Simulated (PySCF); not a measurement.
**Core-level calculation, with input and output: C5H3F2N**

The run: core-level calculation of C5H3F2N, SMILES Fc1cccc(F)n1. Method and program: delta-SCF UKS SCAN, pcX-2 on the ionised atom (unc-x2c-TZVPall on a metal), pcseg-1 elsewhere, spin-free X2C (PySCF 2.14.0).

Figures and captions count atoms from 1; the log counts them from 0 in places.

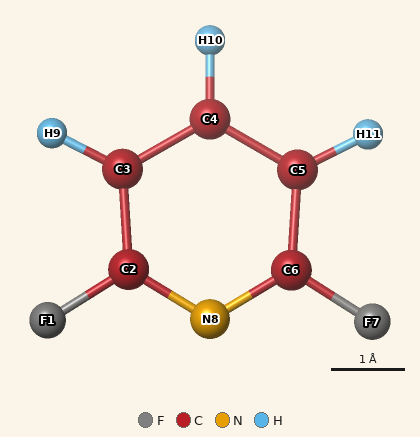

**Figure 1.** The input geometry (ball-and-stick view, seen on its broad side; atoms are numbered from 1 in the order of the input). Bond lengths as drawn: C–C 1.39 Å, C–F 1.32 Å, C–H 1.09 Å and C–N 1.31 Å.

Input file:
```
{"job": {"kind": "xps", "metal_2p": true}, "charge": 0, "multiplicity": 1}
F     -2.106421    -1.224196    -0.017731
C     -1.084751    -0.386381    -0.004974
C     -1.337385     0.982579     0.019428
C     -0.225482     1.820533     0.032633
C      1.055652     1.275061     0.020974
C      1.140104    -0.114528    -0.004213
F      2.333380    -0.682017    -0.017120
N      0.110352    -0.927268    -0.016690
H     -2.361207     1.356173     0.027388
H     -0.358163     2.904604     0.051997
H      1.959030     1.884718     0.030538
```

The first line tells a small driver script what to run in PySCF; the rest is the geometry in Å.

Hardware: 4 threads of AMD EPYC (Zen 5), 128 GiB of memory available, shared host.

What the program printed:
```
ground state, core basis on atom 0 (F), 158 functions
  cycle   1  E = -446.76801244  |g| = 7.24e-01
  cycle   2  E = -446.62779191  |g| = 1.15e+00
  cycle   3  E = -446.85608333  |g| = 1.34e-01
  cycle   4  E = -446.85942407  |g| = 7.33e-02
  cycle   5  E = -446.86058313  |g| = 2.44e-02
  cycle   6  E = -446.86072036  |g| = 6.70e-03
  cycle   7  E = -446.86072821  |g| = 4.21e-03
  cycle   8  E = -446.86073262  |g| = 5.24e-04
  cycle   9  E = -446.86073109  |g| = 4.36e-04
  E(ground) = -446.86770320 Eh
hole in F 1s of atom 0
  cycle   1  E = -420.46962875  |g| = 2.58e+00
[... 14 cycles left out ...]
  E(ion) = -421.38378629 Eh   <S^2> = 0.7588   hole on atom = 1.000   binding energy = 693.453 eV
ground state, core basis on atom 1 (C), 158 functions
[... 7 cycles left out ...]
  E(ground) = -446.82943246 Eh
hole in C 1s of atom 1
[... 15 cycles left out ...]
  E(ion) = -436.01654057 Eh   <S^2> = 0.8466   hole on atom = 1.000   binding energy = 294.234 eV
ground state, core basis on atom 2 (C), 158 functions
[... 6 cycles left out ...]
  E(ground) = -446.82374643 Eh
hole in C 1s of atom 2
[... 14 cycles left out ...]
  E(ion) = -436.12288983 Eh   <S^2> = 0.7792   hole on atom = 1.000   binding energy = 291.185 eV
ground state, core basis on atom 3 (C), 158 functions
[... 6 cycles left out ...]
  E(ground) = -446.82280248 Eh
hole in C 1s of atom 3
[... 14 cycles left out ...]
  E(ion) = -436.10334724 Eh   <S^2> = 0.8030   hole on atom = 1.000   binding energy = 291.691 eV
ground state, core basis on atom 7 (N), 158 functions
[... 6 cycles left out ...]
  E(ground) = -446.83305211 Eh
hole in N 1s of atom 7
[... 4 cycles left out ...]
  cycle   5  E = -431.91809307  |g| = 1.41e-01
  cycle   6  E = -431.92492516  |g| = 7.05e-02
  cycle   7  E = -431.92677038  |g| = 1.68e-02
  cycle   8  E = -431.92689084  |g| = 6.45e-03
  cycle   9  E = -431.92692043  |g| = 3.32e-03
  cycle  10  E = -431.92693201  |g| = 2.06e-03
  cycle  11  E = -431.92694235  |g| = 1.23e-03
  cycle  12  E = -431.92694993  |g| = 8.87e-04
  cycle  13  E = -431.92695237  |g| = 8.10e-04
  cycle  14  E = -431.92695355  |g| = 1.81e-04
  E(ion) = -431.93063278 Eh   <S^2> = 0.7740   hole on atom = 1.000   binding energy = 405.515 eV
```

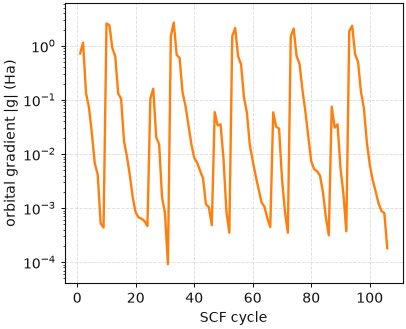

**Figure 2.** Convergence of the self-consistent field: orbital gradient |g| against the SCF cycle. All cycles printed in the log are drawn one after another.

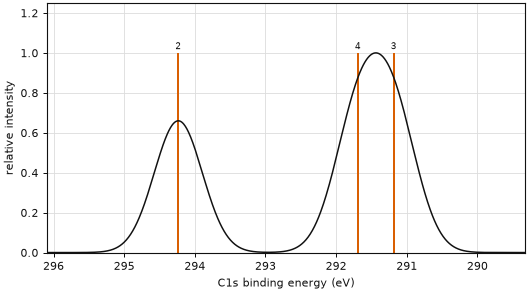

**Figure 3.** C1s binding energies by ΔSCF of the atoms computed, labelled by atom number, with a Gaussian envelope of 0.8 eV full width. They run from 291.19 eV (atom 3) to 294.23 eV (atom 2).

Key numbers:

```tsv
quantity	value
outcome	converged
wall time	20 s (CPU time 86 s)
peak memory	0.65 GiB
```
